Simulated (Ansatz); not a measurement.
**Geometry relaxation of C$_{2}$H$_{7}$BO (part 1 of 2)**

System: C$_{2}$H$_{7}$BO.
Method: RKS PBE-D4/def2-SVP (Ansatz 0.2.0).

The input holds or restrains some coordinates. It belongs to a series of runs on one base structure; here: pulled along the bonds that form and break, towards end A.

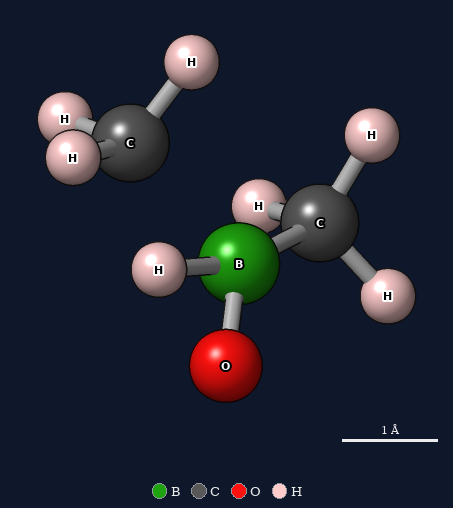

The input geometry (ball-and-stick view, seen at a tilt).

**Input file**
```yaml
crystal:
  periodic: [false, false, false]
  atoms:
    - { symbol: B, position_ang: [-0.4122, 0.0627, -0.5205] }
    - { symbol: C, position_ang: [0.8945, 1.0109, 0.3955] }
    - { symbol: O, position_ang: [-0.8132, 0.8186, -1.4925] }
    - { symbol: H, position_ang: [0.0975, 1.287, -0.7253] }
    - { symbol: C, position_ang: [-0.7609, -1.3855, 0.0116] }
    - { symbol: H, position_ang: [1.788, 0.3998, 0.3177] }
    - { symbol: H, position_ang: [0.5474, 1.0142, 1.4238] }
    - { symbol: H, position_ang: [1.1873, 2.0398, 0.161] }
    - { symbol: H, position_ang: [-0.9924, -1.3787, 1.0742] }
    - { symbol: H, position_ang: [0.078, -2.0656, -0.1292] }
    - { symbol: H, position_ang: [-1.614, -1.8033, -0.5164] }
basis:
  gaussian: { orbitals: def2-SVP }
hamiltonian:
  xc: pbe
  dispersion: d4
relax:
  f_tol: 0.15
  max_steps: 25
  restrain:
    - { distance: [3, 1], at: 2.37, k: 30.0 }
    - { distance: [0, 1], at: 1.6, k: 30.0 }
    - { distance: [3, 2], at: 0.97, k: 30.0 }
output:
  orbitals: {}
```

Hardware: 2 threads of AMD EPYC (Zen 5), 16 GiB of memory available, shared host.

Command:
```bash
ansatz run input.yaml --threads 2 --pin off --max-ram 3072MiB --backend cpu --events-out ev --progress --plain --runs-dir out
```

**The program's output**
```
The last accepted step is kept in [file] (removed where the run ends without a failure and the disk answers)
Engine: ansatz 0.2.0, x86_64-unknown-linux-gnu
Functional definition: PBE
  parameter kappa = 0.804
  parameter beta = 0.06672455060314922
  exchange = pbe_x(kappa = kappa, mu = beta*pi^2/3)
  correlation = pbe_c(beta = beta)
1019 factors; their error is unknown
mean field evaluation 1: about -4888.0683 eV, gradient 7.6e1 eV
mean field evaluation 2: about -4864.0877 eV, gradient 1.3e2 eV
mean field evaluation 4: about -4900.9549 eV, gradient 4.6e0 eV
mean field evaluation 8: about -4901.0103 eV, gradient 1.3e-1 eV
mean field evaluation 16: about -4900.9765 eV, gradient 7.9e-5 eV
mean field -4900.97647174 eV, -180.1075633353 hartree, gradient 2.3e-5 eV, S^2 0.000000; 0 other end points of the search recorded, 0 dependent functions left out
the calculation of the forces begins
reference -4900.97650464 eV, -180.1075645444 hartree; 16, 16 occupied and 75, 75 virtual orbitals, 1019 factors
relax step   1: F+E_penalty+E_count = -4901.13064395 eV  Δ(F+E_penalty+E_count) = +0.000e0 eV  max|allowed force component| = 1.207e0 eV/Å  E_restraint = 16.45695407 eV  max|allowed force component, restraints' pulls added| = 2.960e1 eV/Å  Δτ_max = 0.0000 Å  (27 SCF iters, accepted)
  distance H 3 - C 1 = 1.4027 Å
  distance B 0 - C 1 = 1.8562 Å
  distance H 3 - O 2 = 1.2796 Å
these checks for a lower state are left out or cut short: starts, cluster_reference, orbital_swaps, neighbouring_geometries, increment
1019 factors; their error is unknown
mean field -4901.31390990 eV, -180.1199639588 hartree, gradient 2.7e-5 eV, S^2 0.000000; 0 other end points of the search recorded, 0 dependent functions left out
the calculation of the forces begins
reference -4901.31394234 eV, -180.1199651509 hartree; 16, 16 occupied and 75, 75 virtual orbitals, 1019 factors
relax step   2: F+E_penalty+E_count = -4901.46803971 eV  Δ(F+E_penalty+E_count) = -3.374e-1 eV  max|allowed force component| = 2.805e0 eV/Å  E_restraint = 8.14554347 eV  max|allowed force component, restraints' pulls added| = 2.076e1 eV/Å  Δτ_max = 0.1947 Å  (34 SCF iters, accepted)
  distance H 3 - C 1 = 1.6881 Å
  distance B 0 - C 1 = 1.8364 Å
  distance H 3 - O 2 = 1.1191 Å
these checks for a lower state are left out or cut short: starts, cluster_reference, orbital_swaps, neighbouring_geometries, increment
1019 factors; their error is unknown
mean field evaluation 32: about -4901.8187 eV, gradient 7.5e-4 eV
mean field -4901.81869067 eV, -180.1385143101 hartree, gradient 1.1e-5 eV, S^2 0.000000; 0 other end points of the search recorded, 0 dependent functions left out
the calculation of the forces begins
reference -4901.81872300 eV, -180.1385154982 hartree; 16, 16 occupied and 75, 75 virtual orbitals, 1019 factors
relax step   3: F+E_penalty+E_count = -4901.97243135 eV  Δ(F+E_penalty+E_count) = -5.044e-1 eV  max|allowed force component| = 4.066e0 eV/Å  E_restraint = 3.17611981 eV  max|allowed force component, restraints' pulls added| = 1.143e1 eV/Å  Δτ_max = 0.1949 Å  (35 SCF iters, accepted)
  distance H 3 - C 1 = 1.9454 Å
  distance B 0 - C 1 = 1.7774 Å
  distance H 3 - O 2 = 0.9700 Å
these checks for a lower state are left out or cut short: starts, cluster_reference, orbital_swaps, neighbouring_geometries, increment
1019 factors; their error is unknown
mean field -4902.43221433 eV, -180.1610608886 hartree, gradient 1.5e-5 eV, S^2 0.000000; 0 other end points of the search recorded, 0 dependent functions left out
the calculation of the forces begins
reference -4902.43224634 eV, -180.1610620650 hartree; 16, 16 occupied and 75, 75 virtual orbitals, 1019 factors
relax step   4: F+E_penalty+E_count = -4902.58624444 eV  Δ(F+E_penalty+E_count) = -6.138e-1 eV  max|allowed force component| = 3.388e0 eV/Å  E_restraint = 0.82995609 eV  max|allowed force component, restraints' pulls added| = 6.444e0 eV/Å  Δτ_max = 0.1950 Å  (27 SCF iters, accepted)
  distance H 3 - C 1 = 2.1544 Å
  distance B 0 - C 1 = 1.6940 Å
  distance H 3 - O 2 = 0.9704 Å
these checks for a lower state are left out or cut short: starts, cluster_reference, orbital_swaps, neighbouring_geometries, increment
1019 factors; their error is unknown
mean field -4902.98328407 eV, -180.1813123283 hartree, gradient 2.3e-5 eV, S^2 0.000000; 0 other end points of the search recorded, 0 dependent functions left out
the calculation of the forces begins
reference -4902.98331614 eV, -180.1813135067 hartree; 16, 16 occupied and 75, 75 virtual orbitals, 1019 factors
relax step   5: F+E_penalty+E_count = -4903.13886731 eV  Δ(F+E_penalty+E_count) = -5.526e-1 eV  max|allowed force component| = 1.515e0 eV/Å  E_restraint = 0.05685277 eV  max|allowed force component, restraints' pulls added| = 2.324e0 eV/Å  Δτ_max = 0.1963 Å  (27 SCF iters, accepted)
  distance H 3 - C 1 = 2.3214 Å
  distance B 0 - C 1 = 1.6124 Å
  distance H 3 - O 2 = 1.0057 Å
these checks for a lower state are left out or cut short: starts, cluster_reference, orbital_swaps, neighbouring_geometries, increment
1019 factors; their error is unknown
mean field -4903.18195302 eV, -180.1886132775 hartree, gradient 1.7e-5 eV, S^2 0.000000; 0 other end points of the search recorded, 0 dependent functions left out
the calculation of the forces begins
reference -4903.18198460 eV, -180.1886144380 hartree; 16, 16 occupied and 75, 75 virtual orbitals, 1019 factors
relax step   6: F+E_penalty+E_count = -4903.33904750 eV  Δ(F+E_penalty+E_count) = -2.002e-1 eV  max|allowed force component| = 1.436e0 eV/Å  E_restraint = 0.00421569 eV  max|allowed force component, restraints' pulls added| = 1.465e0 eV/Å  Δτ_max = 0.1691 Å  (28 SCF iters, accepted)
  distance H 3 - C 1 = 2.3866 Å
  distance B 0 - C 1 = 1.6013 Å
  distance H 3 - O 2 = 0.9680 Å
these checks for a lower state are left out or cut short: starts, cluster_reference, orbital_swaps, neighbouring_geometries, increment
1019 factors; their error is unknown
mean field -4903.25166519 eV, -180.1911751523 hartree, gradient 1.3e-5 eV, S^2 0.000000; 0 other end points of the search recorded, 0 dependent functions left out
the calculation of the forces begins
reference -4903.25169692 eV, -180.1911763186 hartree; 16, 16 occupied and 75, 75 virtual orbitals, 1019 factors
relax step   7: F+E_penalty+E_count = -4903.40779069 eV  Δ(F+E_penalty+E_count) = -6.874e-2 eV  max|allowed force component| = 3.387e-1 eV/Å  E_restraint = 0.00500679 eV  max|allowed force component, restraints' pulls added| = 1.868e-1 eV/Å  Δτ_max = 0.0977 Å  (27 SCF iters, accepted)
  distance H 3 - C 1 = 2.3840 Å
  distance B 0 - C 1 = 1.5883 Å
  distance H 3 - O 2 = 0.9709 Å
these checks for a lower state are left out or cut short: starts, cluster_reference, orbital_swaps, neighbouring_geometries, increment
1019 factors; their error is unknown
mean field evaluation 64: about -4903.2873 eV, gradient 3.6e-3 eV
mean field -4903.25314973 eV, -180.1912297084 hartree, gradient 1.5e-5 eV, S^2 0.000000; 0 other end points of the search recorded, 0 dependent functions left out
the calculation of the forces begins
reference -4903.25318151 eV, -180.1912308763 hartree; 16, 16 occupied and 75, 75 virtual orbitals, 1019 factors
relax step   8: F+E_penalty+E_count = -4903.40908914 eV  Δ(F+E_penalty+E_count) = -1.298e-3 eV  max|allowed force component| = 3.322e-1 eV/Å  E_restraint = 0.00381082 eV  max|allowed force component, restraints' pulls added| = 4.687e-2 eV/Å  Δτ_max = 0.0172 Å  (28 SCF iters, accepted)
  distance H 3 - C 1 = 2.3835 Å
  distance B 0 - C 1 = 1.5924 Å
  distance H 3 - O 2 = 0.9737 Å
```

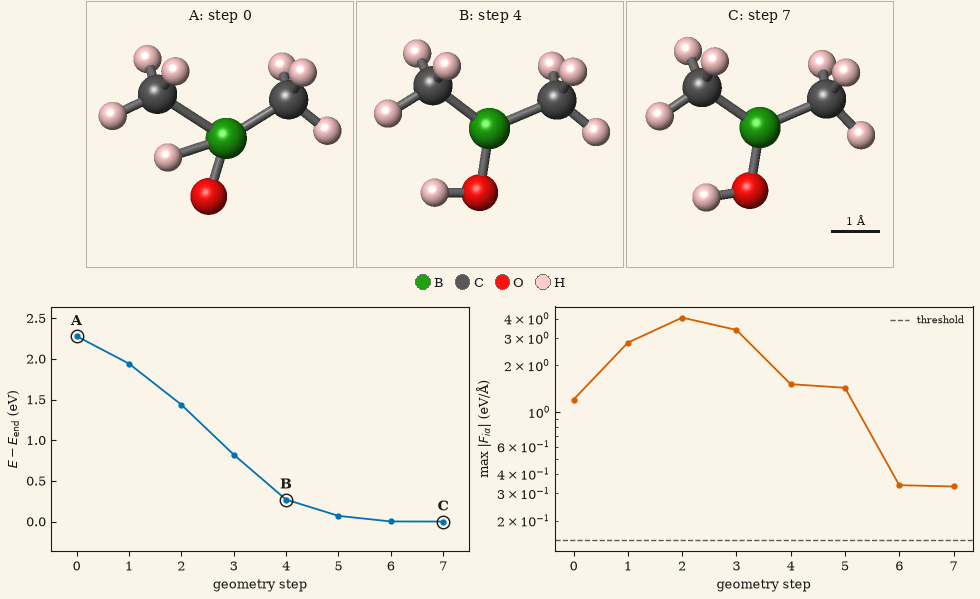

Frames of the restrained relaxation (ball-and-stick view, seen at a tilt) above the curves, on which the letters mark them (the first geometry is step 0 here and step 1 in the log).

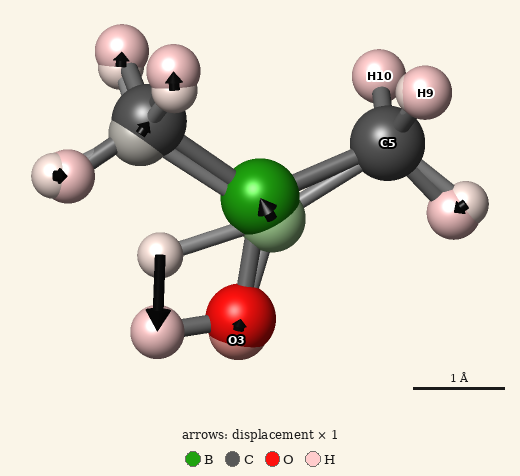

Start (faint) and end (solid) with the displacements as black arrows, at true length (ball-and-stick view, seen at a tilt). The two geometries are laid on each other by the best rigid fit. Over 7 geometry steps the energy falls by 2.278 eV. The largest force component goes from 1.2 to 0.33 eV/Å. The largest move after the best rigid fit is that of H4, 0.86 Å. By element the largest moves are H 0.86 Å, B 0.28 Å, C 0.17 Å, O 0.13 Å. Distances before and after: B1–H4 1.342 → 1.874 Å, O3–H4 1.280 → 0.974 Å, B1–C2 1.856 → 1.592 Å, B1–O3 1.295 → 1.371 Å. New bonds form: O3–H4 (1.28 → 0.97 Å). Bonds break: B1–H4 (1.34 → 1.87 Å). Among the angles that change: O3–B1–C5 135.9° → 119.0°, B1–C2–H8 124.2° → 113.9°, C2–B1–O3 106.9° → 116.6°. (Atoms are counted from 1 in the order of the input.)

```
1019 factors; their error is unknown
mean field -4903.25314973 eV, -180.1912297084 hartree, gradient 1.5e-5 eV, S^2 0.000000; 1 other end points of the search recorded, 0 dependent functions left out
the calculation of the forces begins
reference -4903.25318151 eV, -180.1912308763 hartree; 16, 16 occupied and 75, 75 virtual orbitals, 1019 factors
Total energy: -4903.40912092 eV, -180.1969615436 hartree
Atom 0 at    -0.225355     0.103086    -0.309633 Å, force     0.178049     0.139207     0.068065 eV/Å
Atom 1 at     0.910924     0.873870     0.496974 Å, force     0.021534    -0.221348     0.218675 eV/Å
Atom 2 at    -0.770631     0.759903    -1.381973 Å, force    -0.056630    -0.099872     0.039638 eV/Å
Atom 3 at    -0.315287     1.620197    -1.405836 Å, force    -0.157955     0.202360    -0.332245 eV/Å
Atom 4 at    -0.729529    -1.349393     0.034541 Å, force    -0.003418     0.014947    -0.009189 eV/Å
Atom 5 at     1.874687     0.321786     0.445091 Å, force     0.004571    -0.004198     0.000522 eV/Å
Atom 6 at     0.667297     0.939766     1.579443 Å, force     0.006113    -0.000262     0.000941 eV/Å
Atom 7 at     1.098837     1.907239     0.133035 Å, force     0.011986    -0.002535     0.003966 eV/Å
Atom 8 at    -1.048893    -1.419930     1.096056 Å, force    -0.004929    -0.009247     0.001862 eV/Å
```
